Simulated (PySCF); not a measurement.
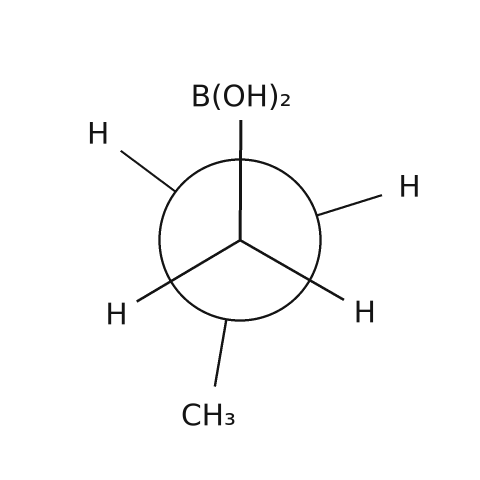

A Newman projection along the C–C bond, carbon in front; angles are drawn as computed, but eclipsed bonds slightly apart. Geometry: a frame of a GFN2-xTB molecular-dynamics simulation, not a minimum.

### Which molecule is it?

C3H9BO2, CCCB(O)O

### What is the torsion angle from the front B(OH)2 to the back CH3? The sign is positive where the front bond must turn clockwise to cover the back bond.

−171°, antiperiplanar (anti). The conformation about this bond is staggered.
